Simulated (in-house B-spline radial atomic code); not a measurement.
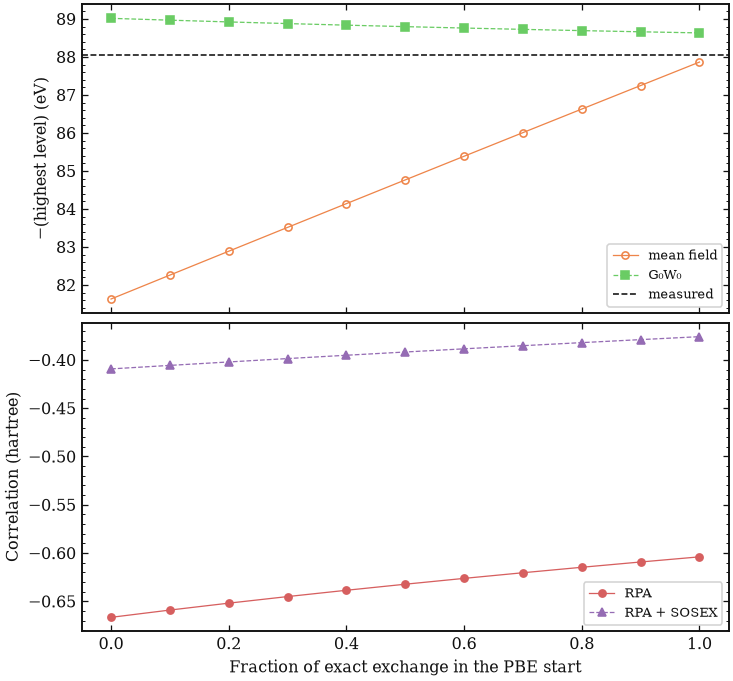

G₀W₀ and RPA for S⁵⁺ ([Ne] 3s) as exact exchange is mixed into the PBE start. All-electron spherical atom, non-relativistic, no spin-orbit coupling, Breit or QED terms; computed with a B-spline radial code.

> How do the results depend on the fraction of exact exchange?

The mean-field binding energy of 3s↑ runs from 81.63 eV at fraction 0 to 87.87 eV at 1, the G₀W₀ value only from 89.02 to 88.63 eV. The two curves don't cross in this range. The measured removal energy is 88.05 eV. The RPA correlation energy goes from −0.6665 to −0.6039 hartree, and with SOSEX from −0.4093 to −0.3759.
